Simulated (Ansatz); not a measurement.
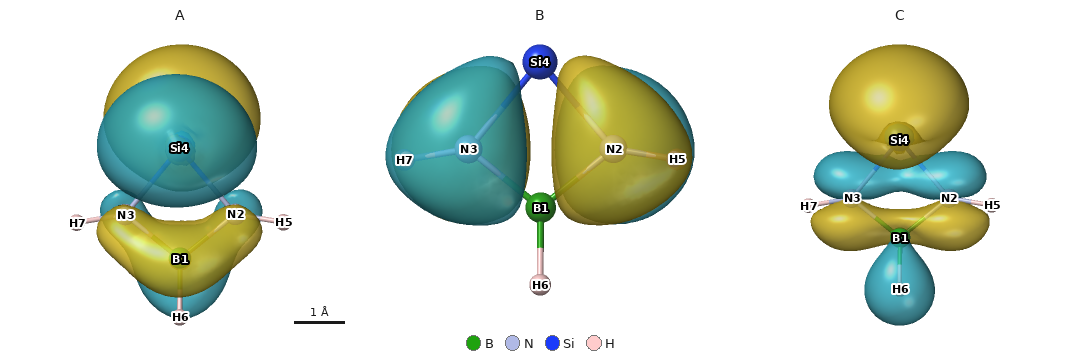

Figure 1: BH3N2Si. Three frontier orbitals at ±0.08 Å⁻³ᐟ² (yellow and cyan are the two phases), in no order.

Geometry: PBE0-D3(BJ)/def2-SVP.

Method: Ansatz 0.2.0, isolated molecule in a Gaussian basis; Kohn-Sham density functional theory, functional PBE0.

Input file:

```
crystal:
  periodic: [false, false, false]
  atoms:
    - {symbol: B, position_ang: [-1.135740, -0.372417, 1.573007]}
    - {symbol: N, position_ang: [-2.386847, 0.300872, 1.315269]}
    - {symbol: "N", position_ang: [-1.016640, -1.226962, 0.415171]}
    - {symbol: Si, position_ang: [-2.718264, -0.898451, 0.056844]}
    - {symbol: H, position_ang: [-2.934824, 0.907854, 1.905075]}
    - {symbol: H, position_ang: [-0.427637, -0.314644, 2.552882]}
    - {symbol: H, position_ang: [-0.359146, -1.964147, 0.213094]}
basis:
  gaussian:
    orbitals: def2-TZVPD
hamiltonian:
  xc: pbe0
output: {forces: true, orbitals: {seedname: orbitals}}
```

Run with:

```sh
ansatz run input.yaml --threads 1 --pin off --max-ram 2610MiB --events-out events.jsonl --progress --plain --runs-dir runs
```

Order the three orbitals by energy and name them.

B is the HOMO−1 (−7.17 eV). Its weight (Hirshfeld) is mainly on N2 (about 40 %) and N3 (about 40 %); largely a combination of lone pairs on N2 and N3. C is the HOMO (−6.69 eV). By Hirshfeld shares it lies mainly on Si4 (about 65 %), N2 (about 10 %) and N3 (about 10 %). A is the LUMO (−1.63 eV). It lies mainly on Si4 (about 75 %) and B1 (about 10 %).

What is the HOMO–LUMO gap?

5.06 eV between the orbital energies.
